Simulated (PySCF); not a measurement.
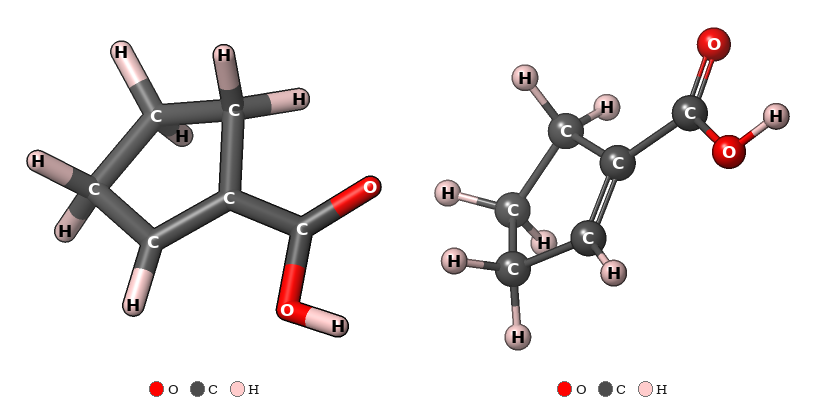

The same structure drawn twice, from different directions.

The computed structure is the end point of a GFN2-xTB optimisation. No frequency run is at hand to confirm it as a minimum.

Description:

Formula C₆H₈O₂. As SMILES it reads `O=C(O)C1=CCCC1`. Independent rings (smallest set): 1 of 5 members. Among its groups: carboxylic acid, alkene. The point group is C1. Coordination: 3 C trigonal planar; 1 O bent; 3 C tetrahedral.

The parts below concern this one geometry. Atoms keep their numbers from picture to picture.

## Excitation

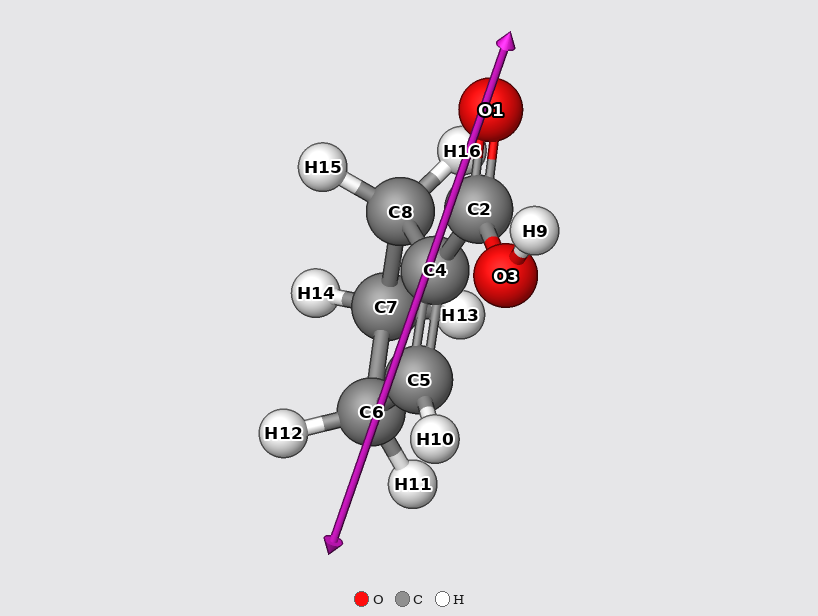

The double arrow shows the direction of the transition dipole to excited singlet state 2 (its length means nothing). No frequency run is at hand to confirm it as a minimum. Level of theory: TDDFT PBE0/def2-SVPD, vertical, gas phase, core orbitals frozen in the response (PySCF 2.14.0).

Question: How is the transition polarised?

Answer: Close to the long direction O1···C6.

Question: Give its energy, strength and character.

Answer: 5.61 eV (221 nm), oscillator strength 0.28, mainly HOMO → LUMO (weight 0.95); transition dipole 3.60 D.

## Quadrupole coupling

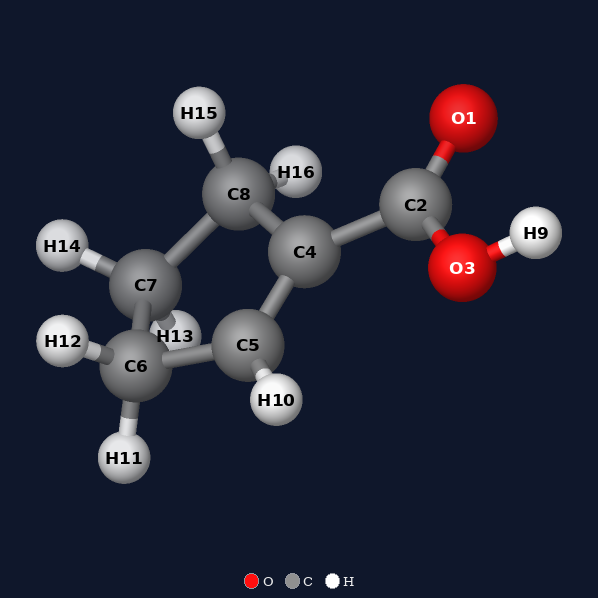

No frequency run is at hand to confirm it as a minimum. Electric field gradients from the ground-state density, PBE0/pcSseg-1 (PySCF 2.14.0), non-relativistic apart from any core potentials.

Give the largest field-gradient component, the quadrupole coupling constant and the asymmetry for 17O at O1 (Q = −25.6 mb), 17O at O3 (Q = −25.6 mb), 2H at H9 (Q = 2.86 mb), 2H at H10 (Q = 2.86 mb).

```
atom  V_zz (a.u.)  e²qQ/h (MHz)     η
  O1       −1.613          9.70  0.14
  O3        1.661         −9.99  0.52
  H9        0.436         0.293  0.10
 H10        0.334         0.225  0.02
```

## Polarisability

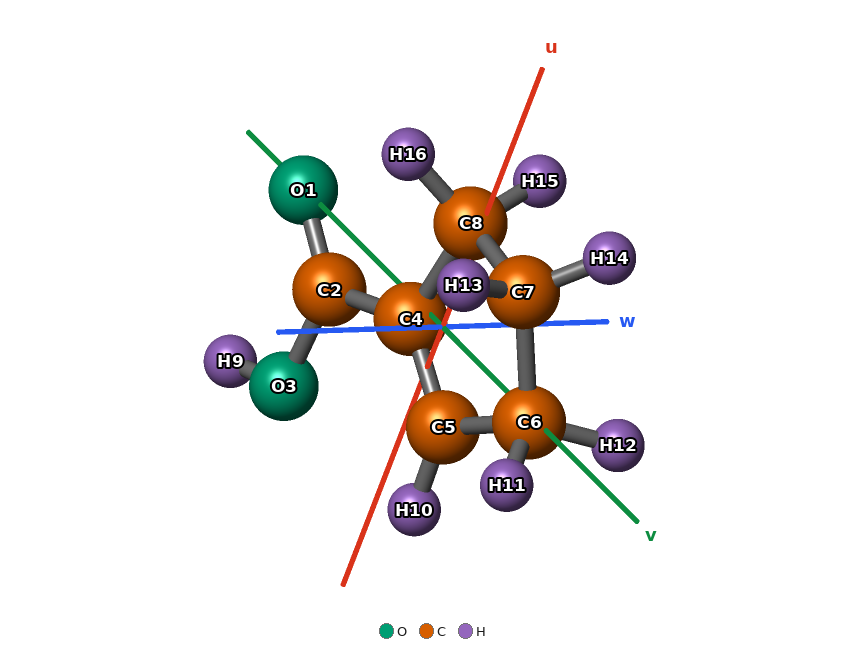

The lines u, v and w are the principal axes of the static dipole polarisability. No frequency run is at hand to confirm it as a minimum. Method: PBE0/def2-SVPD (PySCF 2.14.0).

Question: Along which axis is the molecule most polarisable, and along which least?

Answer: Most along v (close to the long direction O1···C6), least along w.

Question: Give the three principal values.

Answer: u 77.3, v 97.8, w 54.1 bohr³; mean 76.4, anisotropy 37.9 bohr³.
